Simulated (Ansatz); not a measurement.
## SrCuS2, from a guessed structure to a relaxed one

Starting from a made-up structure for SrCuS2, the aim is the relaxed cell, its shortest contacts and, where a second run follows, its electronic structure.

Main program and level: Ansatz 0.2.0; DFT, PBEsol, plane-wave PAW, files of the set soft_1, scalar-relativistic, ferromagnetic start, cell and ions relaxed at zero pressure; PAW set soft_1.

### 1. Set-up

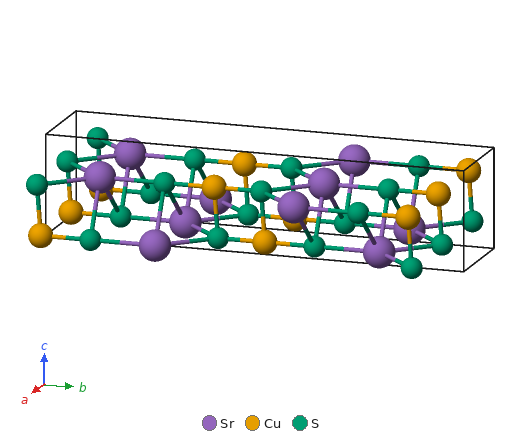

The cell as given, slightly off an axis (strontium purple, copper orange, sulfur teal). 2×1×1 cells are drawn. This picture shows the conventional cell, with its axes. Some periodic images of atoms are drawn too.

### 2. Relaxation of the guess

The guessed cell has no reason to be at equilibrium. It is relaxed with the atoms, within the space group of the guess.

Contents of input.yaml:

```yaml
crystal:
  lattice:
    - [2.1245, -9.8745, 0.0]
    - [2.1245, 9.8745, 0.0]
    - [0.0, 0.0, 4.677]
  atoms:
    - { symbol: Sr, position: [0.3341, 0.6659, 0.75] }
    - { symbol: Sr, position: [0.6659, 0.3341, 0.25] }
    - { symbol: Cu, position: [0.0606, 0.9394, 0.75], spin: 0.6 }
    - { symbol: Cu, position: [0.9394, 0.0606, 0.25], spin: 0.6 }
    - { symbol: S, position: [0.1796, 0.8204, 0.75] }
    - { symbol: S, position: [0.8204, 0.1796, 0.25] }
    - { symbol: S, position: [0.9483, 0.0517, 0.75] }
    - { symbol: S, position: [0.0517, 0.9483, 0.25] }
magnetization:
  spin_polarized: true
kpoints:
  mp_grid: { grid: [7, 7, 6] }
scf:
  occupations: { method: fermi_dirac, width: 0.05 }
hamiltonian:
  xc: pbesol
  pseudopotentials: { kind: paw, azcp: { folder: soft_1 }, xc_functional: pbe }
relax:
  f_tol: 0.015
  max_steps: 70
  cell: {}
output:
  forces: true
  stress: true
```

Command:

```sh
ansatz run input.yaml --threads 4 --pin off --max-ram 10240MiB --backend cpu --events-out ev --progress --plain --runs-dir out
```

Numbers of over 12 decimals in the logs are rounded to 6 here.

What it wrote:

```text
basis.fft_grid_basis auto: the FFT boxes are laid along the combinations [[1, 1, 0], [0, 1, 0], [0, 0, 1]] of the cell's own vectors, 4.249, 10.100 and 4.677 Å long. The dense box has 30×72×32 points. Along the cell's own vectors, as sized, it would have 72×72×32, 2.40 times as many. Of the 8 symmetry operations that the crystal satisfies within crystal.symmetry.tolerance (time reversal apart; of a slab, those that k [...]
Engine: ansatz 0.2.0, aarch64-unknown-linux-gnu
Pseudopotentials: kind: paw
Pseudopotential: Sr, paw, valence charge 10, recommended cutoff 420 eV (normal), soft_1/Sr.paw.azcp
Pseudopotential: Cu, paw, valence charge 19, recommended cutoff 420 eV (normal), soft_1/Cu.paw.azcp
Pseudopotential: S, paw, valence charge 6, recommended cutoff 420 eV (normal), soft_1/S.paw.azcp
Functional definition: PBEsol
  exchange = pbesol_x
  correlation = pbesol_c
Crystal: 8 atoms, lattice volume = 196.232 Å³
Basis set: ecut = 420 eV, 3837 PW (Γ), FFT grids on a1+a2, a2, a3, exchange–correlation on 60×144×64 points (8 copies of the dense FFT grid, shifted against one another)
Bands: 50, of which v1, the nominal top of the filled ones, is band 41 counted from 1 (40 counted from 0)
Symmetry: 8 space group operations
Space group: Cmcm (ITA 63), of the structure as read, at distance tolerance 5.8e-5 Å
Magnetic group: BNS 63.457 (UNI 555), of the structure as read, at distance tolerance 5.8e-5 Å
k-points: 64 of 294
Non-local potential: Sr, projectors of the file, l = 0: 3, l = 1: 2, l = 2: 2
Non-local potential: Cu, projectors of the file, l = 0: 3, l = 1: 2, l = 2: 3, l = 3: 1
Non-local potential: S, projectors of the file, l = 0: 2, l = 1: 2, l = 2: 1
PAW form: soft (Blöchl's): semilocal exchange-correlation on the pseudo side does not see the compensation charge
PAW frozen core: Sr, regenerated for the run's functional, and the local potential with it (the file was generated under x = pbe(κ = 0.804, μ = 0.219515), c = pbe(β = 0.066725))
PAW frozen core: Cu, regenerated for the run's functional, and the local potential with it (the file was generated under x = pbe(κ = 0.804, μ = 0.219515), c = pbe(β = 0.066725))
PAW frozen core: S, regenerated for the run's functional, and the local potential with it (the file was generated under x = pbe(κ = 0.804, μ = 0.219515), c = pbe(β = 0.066725))
PAW one-centre angular grid: Sr, 110 points (default); XC on 64 Gauss nodes
PAW one-centre angular grid: Cu, 590 points (default); XC on 64 Gauss nodes
PAW one-centre angular grid: S, 110 points (default); XC on 64 Gauss nodes
Initial density: superposition of atomic densities (chi_scale 0.1, normalization cell, long waves kept (reshape's long-wave potential 0.70 eV rms))
Starting moments: Σ|m| = 1.2 μB on 2 of 8 sites
Initial wavefunctions: pseudopotential atomic-orbital guess
Functional: x = pbesol(κ = 0.804, μ = 0.123457), c = pbesol(β = 0.046)
SCF iter   1: F=—  HF=-23726.301460 eV  |F-HF|=—  |Δ(HF+E_count)|=         —  Δρ=2.69e-1 (↑1.72e-1 ↓2.69e-1)  dr2=5.19e2  dr2_m=4.43e0  M=3.215 μB ∫|m|=3.387 μB  β_m=1.00  ethr=3.10e-3  ⟨swp⟩=13.4  Hψ=40486  notcnv=0
preconditioner: auto → Kerker (q_TF=auto, 2.359 Å⁻¹)  [metal: Δε(μ)=0.001 eV  Ē_g=5.782 eV  σ=0.050 eV  W_gap=0.00  n_scr=48 (ndim 8)  ℏωp=18.7 eV  f_vac=0.014  D(μ)=17.10/eV (n_scr^D=194)]
spin=Collinear: Kerker preconditioning applied to the charge; magnetization (m = ρ↑ − ρ↓) channel mixes plain (no charge-response kernel on spin).
SCF iter   2: F=—  HF=-23732.376008 eV  |F-HF|=—  |Δ(HF+E_count)|=    6.07e0  Δρ=1.95e-1 (↑4.84e-2 ↓1.95e-1)  dr2=5.98e1  dr2_m=1.13e1  M=0.126 μB ∫|m|=0.166 μB  β_m=0.30  ethr=3.10e-3  ⟨swp⟩=5.2  Hψ=21530  notcnv=0
SCF iter   3: F=—  HF=-23712.355148 eV  |F-HF|=—  |Δ(HF+E_count)|=    2.00e1  Δρ=9.58e-2 (↑2.02e-2 ↓9.58e-2)  dr2=1.24e1  dr2_m=5.08e0  M=0.047 μB ∫|m|=0.194 μB  β_m=0.30  ethr=3.10e-3  ⟨swp⟩=4.0  Hψ=18400  notcnv=0  defer=363
SCF iter   4: F=—  HF=-23712.658790 eV  |F-HF|=—  |Δ(HF+E_count)|=   3.04e-1  Δρ=7.66e-2 (↑7.66e-2 ↓1.36e-2)  dr2=1.43e1  dr2_m=2.27e0  M=0.034 μB ∫|m|=0.318 μB  β_m=0.30  ethr=3.10e-3  ⟨swp⟩=4.0  Hψ=16239  notcnv=0  defer=345
SCF iter   5: F=—  HF=-23710.956633 eV  |F-HF|=—  |Δ(HF+E_count)|=    1.70e0  Δρ=4.64e-2 (↑1.13e-2 ↓4.64e-2)  dr2=3.07e0  dr2_m=1.37e0  M=0.025 μB ∫|m|=0.139 μB  β_m=0.30  ethr=3.10e-3  ⟨swp⟩=3.9  Hψ=15599  notcnv=0  defer=279
SCF iter   6: F=—  HF=-23710.655938 eV  |F-HF|=—  |Δ(HF+E_count)|=   3.01e-1  Δρ=2.68e-2 (↑1.40e-2 ↓2.68e-2)  dr2=9.91e-1  dr2_m=7.07e-1  M=0.018 μB ∫|m|=0.114 μB  β_m=0.30  ethr=3.10e-3  ⟨swp⟩=3.1  Hψ=10474  notcnv=0  defer=320
SCF iter   7: F=—  HF=-23710.474783 eV  |F-HF|=—  |Δ(HF+E_count)|=   1.81e-1  Δρ=1.56e-2 (↑1.56e-2 ↓1.34e-2)  dr2=1.54e-1  dr2_m=3.69e-1  M=0.010 μB ∫|m|=0.092 μB  β_m=0.30  ethr=1.21e-3  ⟨swp⟩=4.2  Hψ=10226  notcnv=0  defer=326
Mixer restart at iter 7: flushing history
spin-set hold released at iteration 7 (site moments contracting): the magnetisation degrees of freedom join the quasi-Newton model from the next iteration; the mixer history was flushed
SCF iter   8: F=—  HF=-23710.482167 eV  |F-HF|=—  |Δ(HF+E_count)|=   7.38e-3  Δρ=1.64e-2 (↑1.64e-2 ↓5.04e-3)  dr2=3.14e-1  dr2_m=1.93e-1  M=0.006 μB ∫|m|=0.074 μB  β_m=0.56  ethr=1.88e-4  ⟨swp⟩=2.5  Hψ=11965  notcnv=0  defer=319
SCF iter   9: F=—  HF=-23710.521535 eV  |F-HF|=—  |Δ(HF+E_count)|=   3.94e-2  Δρ=8.23e-3 (↑1.72e-3 ↓8.23e-3)  dr2=1.44e-1  dr2_m=3.57e-2  M=0.004 μB ∫|m|=0.035 μB  β_m=0.60  ethr=1.88e-4  ⟨swp⟩=2.5  Hψ=11122  notcnv=0  defer=316
SCF iter  10: F=—  HF=-23710.482386 eV  |F-HF|=—  |Δ(HF+E_count)|=   3.91e-2  Δρ=9.54e-4 (↑8.36e-4 ↓9.54e-4)  dr2=6.11e-2  dr2_m=3.10e-5  M=0.000 μB ∫|m|=0.008 μB  β_m=0.80  ethr=1.75e-4  ⟨swp⟩=2.1  Hψ=11727  notcnv=0  defer=316
SCF iter  11: F=—  HF=-23710.478867 eV  |F-HF|=—  |Δ(HF+E_count)|=   3.52e-3  Δρ=7.64e-4 (↑7.64e-4 ↓5.12e-4)  dr2=2.52e-2  dr2_m=1.53e-4  M=0.000 μB ∫|m|=0.002 μB  β_m=0.82  ethr=7.45e-5  ⟨swp⟩=2.5  Hψ=7054  notcnv=0  defer=316
SCF iter  12: F=—  HF=-23710.475679 eV  |F-HF|=—  |Δ(HF+E_count)|=   3.19e-3  Δρ=1.17e-3 (↑7.26e-4 ↓1.17e-3)  dr2=7.92e-3  dr2_m=9.83e-5  M=-0.000 μB ∫|m|=0.005 μB  β_m=0.91  ethr=3.08e-5  ⟨swp⟩=2.8  Hψ=8905  notcnv=0  defer=316
SCF iter  13: F=—  HF=-23710.475474 eV  |F-HF|=—  |Δ(HF+E_count)|=   2.05e-4  Δρ=2.30e-4 (↑9.49e-5 ↓2.30e-4)  dr2=2.74e-4  dr2_m=1.10e-5  M=-0.000 μB ∫|m|=0.002 μB  β_m=0.87  ethr=9.66e-6  ⟨swp⟩=2.6  Hψ=9104  notcnv=0  defer=316
[...]
SCF 3 converged in 7 iterations: F = -23710.780077 eV  dr2 = 1.02e-7
relax step   3: F+E_penalty+E_count = -23710.78007738 eV  Δ(F+E_penalty+E_count) = -4.087e-2 eV  max|allowed force component| = 1.806e-1 eV/Å  Δτ_max = 0.0588 Å  P = +0.400 GPa  Ω = 178.355 Å³  energy of the carried Pulay correction = +2.890e-3 eV  (7 SCF iters, dr2 threshold 8.00e-7 eV, accepted)
[...]
relax step   4: F+E_penalty+E_count = -23710.78814251 eV  Δ(F+E_penalty+E_count) = -8.065e-3 eV  max|allowed force component| = 3.501e-2 eV/Å  Δτ_max = 0.0297 Å  P = -0.013 GPa  Ω = 178.826 Å³  energy of the carried Pulay correction = +2.811e-3 eV  (8 SCF iters, dr2 threshold 8.00e-7 eV, accepted)
[...]
relax step   5: F+E_penalty+E_count = -23710.78867468 eV  Δ(F+E_penalty+E_count) = -5.322e-4 eV  max|allowed force component| = 2.469e-3 eV/Å  Δτ_max = 0.0073 Å  P = -0.022 GPa  Ω = 178.675 Å³  energy of the carried Pulay correction = +2.836e-3 eV  (7 SCF iters, dr2 threshold 7.66e-8 eV, accepted)
Initial wavefunctions: pseudopotential atomic-orbital guess (no wavefunctions were taken with the density)
iter 1 solved again at ethr=2.52e-6 eV; its pass at ethr=3.10e-3 eV (dr2=2.07e-3 eV) is discarded
SCF iter   1: F=—  HF=-23710.785861 eV  |F-HF|=—  |Δ(HF+E_count)|=         —  Δρ=4.05e-5 (↑4.04e-5 ↓4.05e-5)  dr2=2.71e-6  dr2_m=1.59e-11  M=-0.000 μB ∫|m|=0.000 μB  β_m=0.30  ethr=2.52e-6  ⟨swp⟩=4.5  Hψ=55203  notcnv=0
eigensolver tolerance schedule: the retry pair's looser diagonalisation over-reported the residual by 763.06 of it (diagonalisation noise at 1.64 of the residual, at the tolerance the schedule requests for it); recorded, not acted on — ethr = c·dr2/N_el stays at c = 1.0e-1
preconditioner: auto → Resta (q_TF=auto, 2.396 Å⁻¹)  ε∞=5.2  [insulator: Δε(μ)=0.191 eV  Ē_g=10.664 eV  σ=0.050 eV  W_gap=0.72  n_scr=44 (ndim 8)  ℏωp=21.9 eV  f_vac=0.037  D(μ)=1.22/eV (n_scr^D=2)  ε∞_Penn≈5.2]
spin=Collinear: Resta preconditioning applied to the charge; magnetization (m = ρ↑ − ρ↓) channel mixes plain (no charge-response kernel on spin).
SCF iter   2: F=—  HF=-23710.785865 eV  |F-HF|=—  |Δ(HF+E_count)|=   4.04e-6  Δρ=9.12e-5 (↑9.12e-5 ↓9.12e-5)  dr2=3.42e-5  dr2_m=7.78e-12  M=-0.000 μB ∫|m|=0.000 μB  β_m=0.53  ethr=3.30e-9  ⟨swp⟩=3.2  Hψ=14801  notcnv=0
SCF iter   3: F=—  HF=-23710.785868 eV  |F-HF|=—  |Δ(HF+E_count)|=   3.50e-6  Δρ=1.62e-5 (↑1.62e-5 ↓1.62e-5)  dr2=5.08e-7  dr2_m=1.83e-12  M=-0.000 μB ∫|m|=0.000 μB  β_m=0.69  ethr=3.30e-9  ⟨swp⟩=2.1  Hψ=11696  notcnv=0
SCF iter   4: F=—  HF=-23710.785866 eV  |F-HF|=—  |Δ(HF+E_count)|=   2.34e-6  Δρ=8.05e-6 (↑8.05e-6 ↓8.05e-6)  dr2=2.32e-7  dr2_m=4.52e-14  M=-0.000 μB ∫|m|=0.000 μB  β_m=0.82  ethr=6.19e-10  ⟨swp⟩=2.0  Hψ=11680  notcnv=0
SCF iter   5: F=—  HF=-23710.785866 eV  |F-HF|=—  |Δ(HF+E_count)|=   2.40e-7  Δρ=1.56e-6 (↑1.56e-6 ↓1.55e-6)  dr2=1.00e-8  dr2_m=9.93e-15  M=-0.000 μB ∫|m|=0.000 μB  β_m=0.91  ethr=2.83e-10  ⟨swp⟩=2.0  Hψ=9074  notcnv=0
SCF iter   6: F=—  HF=-23710.785866 eV  |F-HF|=—  |Δ(HF+E_count)|=   3.32e-9  Δρ=2.56e-7 (↑2.56e-7 ↓2.56e-7)  dr2=6.12e-10  dr2_m=9.54e-16  M=-0.000 μB ∫|m|=0.000 μB  β_m=0.92  ethr=1.22e-11  ⟨swp⟩=2.0  Hψ=9564  notcnv=0
SCF iter   7: F=—  HF=-23710.785866 eV  |F-HF|=—  |Δ(HF+E_count)|=  3.64e-11  Δρ=9.28e-8 (↑9.26e-8 ↓9.28e-8)  dr2=1.25e-10  dr2_m=8.52e-17  M=-0.000 μB ∫|m|=0.000 μB  β_m=0.96  ethr=1.00e-12  ⟨swp⟩=2.0  Hψ=8586  notcnv=0
SCF iter   8: F=-23710.785866 eV  HF=-23710.785866 eV  |F-HF|=7.28e-12  |Δ(HF+E_count)|=  5.46e-11  Δρ=2.85e-8 (↑2.85e-8 ↓2.85e-8)  dr2=1.38e-11  dr2_m=7.24e-18  M=-0.000 μB ∫|m|=0.000 μB  ethr=1.00e-12  ⟨swp⟩=4.9  Hψ=20657  notcnv=0
the starting moments were not kept: the SCF closed with an absolute magnetisation of 2.0e-9 μB, where they sum to 1.2 μB in size (2 sites). That is at most 0.1 of that sum. Measured as dr2_m measures the in/out step, that magnetisation stands 2.2e-19 eV from none, at or under the dr2_threshold of 8.0e-11 eV: it is no larger than a step whose dr2_m would equal this threshold.
SCF 6 converged in 8 iterations: F = -23710.785866 eV  dr2 = 1.38e-11
relax step   6: F+E_penalty+E_count = -23710.78586621 eV  Δ(F+E_penalty+E_count) = +2.808e-3 eV  max|allowed force component| = 2.463e-3 eV/Å  Δτ_max = 0.0000 Å  P = -0.022 GPa  Ω = 178.675 Å³  stress off target by 4.70e-2 GPa  SCF on the basis re-selected at this cell (its energy is not comparable with the rows above)  (8 SCF iters)
basis re-selected at this cell: Δ(F+E_penalty+E_count) = +2.808e-3 eV, ΔP = -0.001 GPa vs the last step (what re-selecting the basis moved, of the pressure what is left beyond the Pulay correction that the steps carried, after the strain that the cell walked since its last selection, with what the two solves' SCF thresholds leave and, on support functions, any second-order correction that the steps lacked; it is no m [...]
SCF converged after 8 iterations
Magnetization: -0.0000 μB (41.0000 up, 41.0000 down)
Absolute magnetization: 0.0000 μB (∫|ρ↑−ρ↓|, with the PAW one-centre terms)
Spin contamination: 0.0000 ħ² per cell (⟨S²⟩ above its minimum at these occupations)
Per-site moments (μB) at R_I (Å): [(4.3076866005083447e-11, 1.216029), (4.307692958517208e-11, 1.216029), (4.7469484207364465e-11, 0.909786), (4.7469164291856973e-11, 0.909786), (-4.2256189850817074e-11, 0.917413), (-4.2256194438578856e-11, 0.917413), (-1.816579488432265e-10, 0.909786), (-1.8165821269138087e-10, 0.909786)]
Free energy (F): -23710.785866 eV
Harris-Foulkes:  -23710.785866 eV  (|F-HF|=7.28e-12)
Internal energy: -23710.774050 eV  (E = F + TS)
E sigma→0 (E₀):  -23710.779958 eV
Entropy (-TS):   -0.011816 eV (-1.477 meV/atom)
Fermi energy:    7.643131 eV
--- Per-component energies (eV) ---
  E_band       = -1237.091314
  E_kinetic    = 1414.508870
  E_local      = -16194.636718  (includes V_loc(G=0)·N_el)
  E_nonlocal   = 2388.999436
  E_hartree    = 6788.156757
  E_xc         = -838.863473
  E_vxc        = -821.663229  (∫ρ·V_xc dr)
  E_paw        = -11204.629680  (= ΣΔE_a)
  E_vpaw       = -1600.615226  (= ΣTr[D̂ρ^β])
  E_aug_tail   = 0.001871  (compensation charges beyond the density's cutoff)
  E_ewald      = -6065.240011
  E_core_change = 0.928899  (= ΣΔE_core)
  E_smearing   = -0.011816  (= −TS)
  E_closure    = -0.000000  (closes the sum)
  Σ components = -23710.785866   (vs F -23710.785866, Δ=0.00e0)
--- Forces (eV/Å), atoms counted from 1 ---
  atom   1  Sr     0.00000000    -0.00237689     0.00000000
  atom   2  Sr     0.00000000     0.00237689     0.00000000
  atom   3  Cu     0.00000000     0.00039169     0.00000000
  atom   4  Cu     0.00000000    -0.00039169     0.00000000
  atom   5  S      0.00000000     0.00246253     0.00000000
  atom   6  S      0.00000000    -0.00246253     0.00000000
  atom   7  S      0.00000000    -0.00073913     0.00000000
  atom   8  S      0.00000000     0.00073913     0.00000000
  max |Σ_I F_I| component: 0.00e0 eV/Å
--- Stress (GPa, compression-positive) ---
       -0.046954       0.000000       0.000000
        0.000000       0.024312       0.000000
        0.000000       0.000000      -0.044167
  P = ⅓ Tr σ = -0.0223 GPa (-0.223 kbar)
--- Relaxed structure (5 steps of the walk, 5 accepted, 1 SCFs on fresh bases) ---
  F+E_penalty+E_count = -23710.78586621 eV   max|allowed force component| = 2.463e-3 eV/Å   (the final SCF, on the basis selected at the relaxed cell)
  cell:  # Å, volume = 178.6749 Å³
    - [2.053451, -9.570641, 0.0]
    - [2.053451, 9.570641, 0.0]
    - [0.0, 0.0, 4.545777]
  atoms:
    - { symbol: Sr, position: [0.334833, 0.665167, 0.750000] }
    - { symbol: Sr, position: [0.665167, 0.334833, 0.250000] }
    - { symbol: Cu, position: [0.064632, 0.935368, 0.750000] }
    - { symbol: Cu, position: [0.935368, 0.064632, 0.250000] }
    - { symbol: S, position: [0.180823, 0.819177, 0.750000] }
    - { symbol: S, position: [0.819177, 0.180823, 0.250000] }
    - { symbol: S, position: [0.949408, 0.050592, 0.750000] }
    - { symbol: S, position: [0.050592, 0.949408, 0.250000] }
```

Wall time 94 s (4 threads of Arm Neoverse V2, shared host); peak memory 1.1 GiB.

The steps of the relaxation:

```tsv
step	energy less that of the first step (eV)	largest force component (eV/Å)	pressure (GPa)	volume (Å³)
1	0.0000	0.5630	-4.64	196.23
2	-0.2636	0.5716	-0.63	178.50
3	-0.3045	0.1806	0.40	178.36
4	-0.3126	0.0350	-0.01	178.83
5	-0.3131	0.0025	-0.02	178.67
6*	-0.3103	0.0025	-0.02	178.67
```

Relaxation steps marked * repeat the geometry before them on a plane-wave basis chosen anew for their cell, so energy and pressure can jump there.

The run keeps the 8 symmetry operations that it works with, so distortions that break them were not tested.

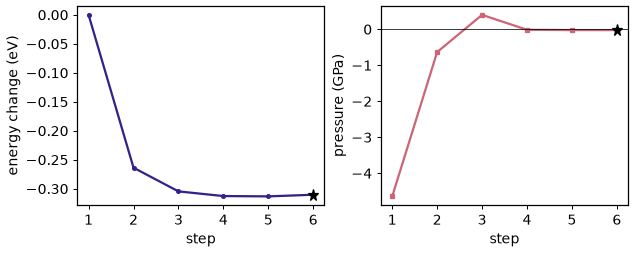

Energy and pressure along the relaxation. Stars mark steps on a basis chosen anew.

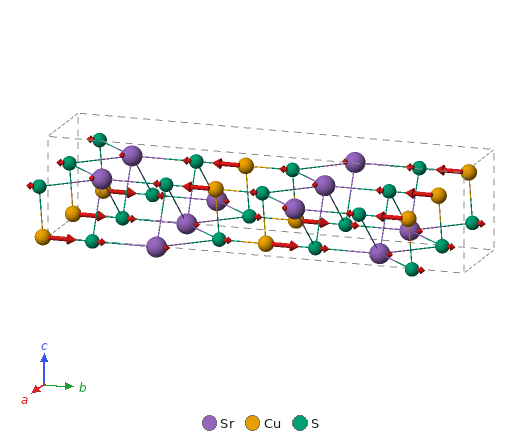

Displacements in the relaxation, exaggerated, measured against the changing cell; the longest in the cell stands for 0.08 Å. 2×1×1 conventional cells are drawn. Some periodic images of atoms are drawn too.

```tsv
conventional cell, symmetrised	before	after	change
a (Å)	4.249	4.107	-3.3 %
b (Å)	19.749	19.141	-3.1 %
c (Å)	4.677	4.546	-2.8 %
volume (Å³/atom)	24.53	22.33	-8.9 %
```

The atoms that moved most (Å, as changes of fractional coordinates times the final cell):

```tsv
atom	dx	dy	dz	length
Cu4	0.000	0.077	0.000	0.077
Cu3	0.000	-0.077	0.000	0.077
S6	0.000	0.023	0.000	0.023
S5	0.000	-0.023	0.000	0.023
S7	0.000	-0.021	0.000	0.021
S8	0.000	0.021	0.000	0.021
Sr1	0.000	-0.014	0.000	0.014
Sr2	0.000	0.014	0.000	0.014
```

Final coordinates:

```xyz
8
Lattice="2.0535 -9.5706 0.0000 2.0535 9.5706 0.0000 0.0000 0.0000 4.5458" Properties=species:S:1:pos:R:3 pbc="T T T"
Sr    2.0535    3.1615    3.4093
Sr    2.0535   -3.1615    1.1364
Cu    2.0535    8.3335    3.4093
Cu    2.0535   -8.3335    1.1364
S     2.0535    6.1095    3.4093
S     2.0535   -6.1095    1.1364
S     2.0535   -8.6022    3.4093
S     2.0535    8.6022    1.1364
```

Numbers from this step:

| Property | Result |
| --- | --- |
| free energy | -23710.7859 eV |
| energy at zero smearing | -23710.7800 eV |
| smearing term TS | 0.01182 eV |
| Fermi energy | 7.643 eV |
| electrons | 82 |
| symmetry operations | 8 |
| pressure | -0.02227 GPa |

The shortest distance of each pair, which need not be the same contact before and after:

```tsv
pair	guess (Å)	relaxed (Å)
Cu–S	2.218	2.206
S–Sr	3.051	2.948
S–S	3.105	2.986
Cu–Cu	3.346	3.360
Cu–Sr	3.782	3.617
```

The relaxation ends with a largest force component of 0.0025 eV/Å and a pressure of -0.02 GPa. The starting moments have collapsed: the run ends non-magnetic.

### 3. Results

```yaml
space_group_relaxed: Cmcm
conventional_cell: a = 4.107, b = 19.141, c = 4.546 Å; α = 90.0°, β = 90.0°, γ = 90.0°
volume_per_atom: 22.33 Å³ (guess 24.53)
total_moment: 0.00 μB in the cell of 8 atoms
```

In words: SrCuS2 relaxes to Cmcm with a = 4.107, b = 19.141 and c = 4.546 Å. The guessed volume was 10 % too large. The space group Cmcm was held in the relaxation, so the end point is a stationary structure within it and may be a saddle against distortions or other arrangements. The moments died out from this one start and weren't seeded again at the relaxed cell. Mesh and cutoff weren't tested. No dispersion term is used, so weakly bound directions may come out too long. Nothing here tests whether the compound is stable against decomposition.

[Logs are printed without paths, hosts, clocks, repeated set-up lines and the standing remarks that a program may print on its own settings, such as how far it seeks lower states.]

[Hosts, paths, dates, database ids (printed as entryN), source tags and the programs' standing remarks are cut or masked in the printed files.]
